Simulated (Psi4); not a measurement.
# UTPSS/def2-TZVPPD run of N2H (SMILES [N]=N)

What is the vertical doublet–quartet gap of N2H at UTPSS/def2-TZVPPD? 

The calculation is run with Psi4 1.11.

## (1) The molecule

N2H: 3 atoms, total charge 0, spin state doublet. SMILES: `[N]=N`. The shape is that of a PBE0-D4/def2-TZVP optimisation.

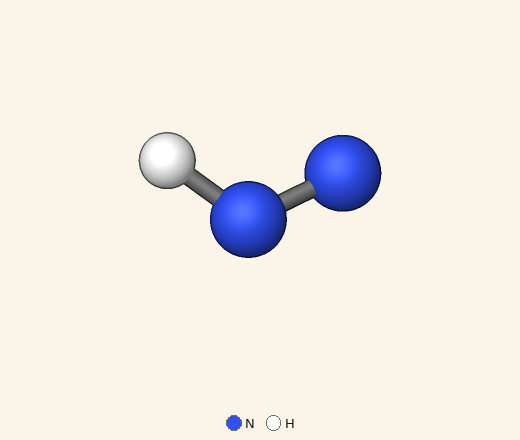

Viewed from a chosen angle; nitrogen blue, hydrogen white.

## (2) The energy at UTPSS/def2-TZVPPD

Input file hn2.xyz:

```xyz
3
HN2
N      0.710530    -0.606720     0.326180
N     -0.268660    -0.217710    -0.170100
H     -0.441870     0.824430    -0.156080
```

Input file job.py:

```python
import psi4

psi4.set_memory(2200000000)
psi4.set_num_threads(1)
psi4.core.set_output_file('output.dat', False)

with open('hn2.xyz') as f:
    atoms = ''.join(f.readlines()[2:])
m = psi4.geometry('0 2\n' + atoms + 'symmetry c1\nno_reorient\nno_com')

psi4.set_options({
    'basis': 'def2-TZVPPD',
    'reference': 'uks',
    'puream': True,
    'e_convergence': 1e-09,
    'd_convergence': 1e-08,
    'scf_type': 'pk',
    'dft_radial_points': 99,
    'dft_spherical_points': 590,
    'maxiter': 100,
})

energy_value, wavefunction = psi4.energy("tpss", return_wfn=True)
print(f'total energy {energy_value:.8f} hartree = {energy_value * 27.211386:.5f} eV')
for k, v in sorted(psi4.core.scalar_variables().items()):
    print(f'{k:45s} {v:18.10f}')
```

Started as:

```bash
$ python job.py
```

output.dat:

```text
[...]
  Running in c1 symmetry.
[...]
  Nuclear repulsion =   27.719687010035415
[...]
  Multiplicity = 2
[...]
  Nalpha       = 8
  Nbeta        = 7
[...]
    Number of basis functions: 91
[...]
   @UKS iter   1:  -109.97326288811894   -2.50973e-01   5.84735e-03 DIIS/ADIIS
[...]
   @UKS iter  13:  -110.09753278613927   -1.39266e-12   2.29443e-09 DIIS
[...]
   @S^2 Observed:                7.548910304E-01
[...]
    Orbital Energies [Eh]
    ---------------------
    Alpha Occupied:
       1A    -14.187483     2A    -14.174587     3A     -1.013454
       4A     -0.629799     5A     -0.446502     6A     -0.399882
       7A     -0.380327     8A     -0.180038
    Alpha Virtual:
       9A     -0.088352    10A     -0.000676    11A      0.070104
      12A      0.088674    13A      0.112892    14A      0.147265
      15A      0.200914    16A      0.232779    17A      0.249170
      18A      0.250626    19A      0.280916    20A      0.307551
      21A      0.326754    22A      0.377507    23A      0.385901
      24A      0.411073    25A      0.411599    26A      0.440909
[...]
  @UKS Final Energy:  -110.09753278613927
   => Energetics <=
    Nuclear Repulsion Energy =             27.7196870100354147
    One-Electron Energy =                -203.4450955962716989
    Two-Electron Energy =                  79.7440604770985573
    DFT Exchange-Correlation Energy =     -14.1161846770015469
    Empirical Dispersion Energy =           0.0000000000000000
    VV10 Nonlocal Energy =                  0.0000000000000000
    Total Energy =                       -110.0975327861392685
[...]
 Multipole Moments:
 ------------------------------------------------------------------------------------
     Multipole            Electronic (a.u.)      Nuclear  (a.u.)        Total (a.u.)
 ------------------------------------------------------------------------------------
 L = 1.  Multiply by 2.5417464519 to convert [e a0] to [Debye]
 Dipole X            :         -5.3103661            5.0100797           -0.3002864
 Dipole Y            :          9.9860359           -9.3476815            0.6383544
 Dipole Z            :         -1.8675920            1.7696907           -0.0979012
 Magnitude           :                                                    0.7122169
[...]
```

On the terminal:

```text
total energy -110.09753279 hartree = -2995.90646 eV
CURRENT ENERGY                                   -110.0975327861
CURRENT REFERENCE ENERGY                         -110.0975327861
DD SOLVATION ENERGY                                 0.0000000000
DFT FUNCTIONAL TOTAL ENERGY                      -110.0975327861
DFT TOTAL ENERGY                                 -110.0975327861
DFT VV10 ENERGY                                     0.0000000000
DFT XC ENERGY                                     -14.1161846770
GRID ELECTRONS ALPHA                                7.9999999986
GRID ELECTRONS BETA                                 6.9999999991
GRID ELECTRONS TOTAL                               14.9999999977
NUCLEAR REPULSION ENERGY                           27.7196870100
ONE-ELECTRON ENERGY                              -203.4450955963
PCM POLARIZATION ENERGY                             0.0000000000
PE ENERGY                                           0.0000000000
SCF ITERATION ENERGY                             -110.0975327861
SCF ITERATIONS                                     13.0000000000
SCF TOTAL ENERGY                                 -110.0975327861
TWO-ELECTRON ENERGY                                79.7440604771
XC GRID RADIAL POINTS                              99.0000000000
XC GRID SPHERICAL POINTS                          590.0000000000
XC GRID TOTAL POINTS                           170778.0000000000
```

Run time: 45 s. Hardware: 1 thread of AMD EPYC 7R43 (Zen 3), shared host; peak memory 0.87 GiB.

## (3) The quartet: energy and gradient at UTPSS/def2-TZVPPD

Input file input.inp:

```
memory 2200 mb

molecule m {
  0 4
  N      0.710530    -0.606720     0.326180
  N     -0.268660    -0.217710    -0.170100
  H     -0.441870     0.824430    -0.156080
  symmetry c1
  no_reorient
  no_com
}

set {
  basis                def2-TZVPPD
  reference            uks
  puream               true
  e_convergence        1e-09
  d_convergence        1e-08
  scf_type             pk
  dft_radial_points    99
  dft_spherical_points 590
  maxiter              100
}

e_tot, wfn = gradient("tpss", return_wfn=True)
oeprop(wfn, "MAYER_INDICES", "LOWDIN_CHARGES", "DIPOLE", title="TPSS")
print_variables()
```

Started as:

```bash
$ psi4 -i input.inp -o input.out -n 1
```

input.out:

```text
[...]
  Running in c1 symmetry.
[...]
  Nuclear repulsion =   27.719687010035415
[...]
  Multiplicity = 4
[...]
  Nalpha       = 9
  Nbeta        = 6
[...]
    Number of basis functions: 91
[...]
   @UKS iter   1:  -109.74672227362498   -2.44319e-02   6.02552e-03 DIIS/ADIIS
[...]
   @UKS iter  13:  -109.87496760876222   -1.89573e-11   3.05054e-09 DIIS
[...]
   @S^2 Observed:                3.756603655E+00
[...]
    Orbital Energies [Eh]
    ---------------------
    Alpha Occupied:
       1A    -14.187171     2A    -14.179364     3A     -1.031262
       4A     -0.646964     5A     -0.467430     6A     -0.441748
       7A     -0.418267     8A     -0.202311     9A     -0.124165
    Alpha Virtual:
      10A      0.000742    11A      0.062147    12A      0.083982
      13A      0.115678    14A      0.144567    15A      0.198972
      16A      0.230987    17A      0.244803    18A      0.245651
      19A      0.266683    20A      0.296737    21A      0.316629
      22A      0.371480    23A      0.379658    24A      0.401808
      25A      0.407037    26A      0.427166    27A      0.482086
[...]
  @UKS Final Energy:  -109.87496760876222
   => Energetics <=
    Nuclear Repulsion Energy =             27.7196870100354147
    One-Electron Energy =                -203.1946835109164908
    Two-Electron Energy =                  79.7817809152761299
    DFT Exchange-Correlation Energy =     -14.1817520231572782
    Empirical Dispersion Energy =           0.0000000000000000
    VV10 Nonlocal Energy =                  0.0000000000000000
    Total Energy =                       -109.8749676087622191
[...]
  -Total Gradient:
     Atom            X                  Y                   Z
    ------   -----------------  -----------------  -----------------
       1       -0.223067876446     0.088955425368    -0.113021734311
       2        0.223715686808    -0.094747828832     0.112771111048
       3       -0.000647568125     0.005792325218     0.000250747916
[...]
 Multipole Moments:
 ------------------------------------------------------------------------------------
     Multipole            Electronic (a.u.)      Nuclear  (a.u.)        Total (a.u.)
 ------------------------------------------------------------------------------------
 L = 1.  Multiply by 2.5417464519 to convert [e a0] to [Debye]
 Dipole X            :         -5.2661823            5.0100797           -0.2561026
 Dipole Y            :          9.6796305           -9.3476815            0.3319490
 Dipole Z            :         -1.8754116            1.7696907           -0.1057208
 Magnitude           :                                                    0.4323836
[...]
```

Run time: 45 s. Hardware: 1 thread of AMD EPYC 7R43 (Zen 3), shared host; peak memory 0.87 GiB.

## (4) What came out

Level: UTPSS/def2-TZVPPD.

```
                                        quantity          value
                           doublet: total energy  -110.09753 Eh
                          doublet: dipole moment         1.81 D
     doublet: HOMO energy (highest over α and β)       -4.90 eV
      doublet: LUMO energy (lowest over α and β)       -2.75 eV
                                   doublet: ⟨S²⟩          0.755
                           quartet: total energy  -109.87497 Eh
                          quartet: dipole moment         1.10 D
     quartet: HOMO energy (highest over α and β)       -3.38 eV
                                   quartet: ⟨S²⟩          3.757
               quartet: largest force on an atom    13.773 eV/Å
vertical energy of the quartet above the doublet       6.056 eV
```

At this shape the quartet lies 6.06 eV (584 kJ/mol) above the doublet.
